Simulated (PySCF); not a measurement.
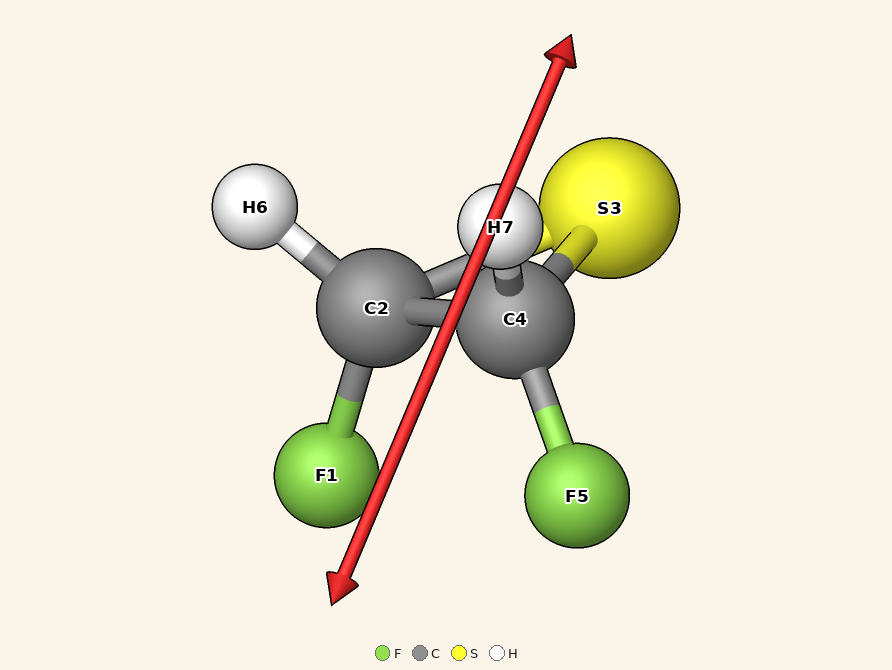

The double arrow shows the direction of the transition dipole to excited singlet state 8 (its length means nothing). The computed structure is the end point of a PBE0-D3(BJ)/def2-SVP optimisation. No frequency run is at hand to confirm it as a minimum. Level of theory: TDDFT PBE0/6-31+G*, vertical, gas phase, core orbitals frozen in the response (PySCF 2.14.0).

**Give its energy, strength and character.**

8.03 eV (154 nm), oscillator strength 0.019, of mixed character, with the largest part HOMO−1 → LUMO+1 (weight 0.41); transition dipole 0.78 D.
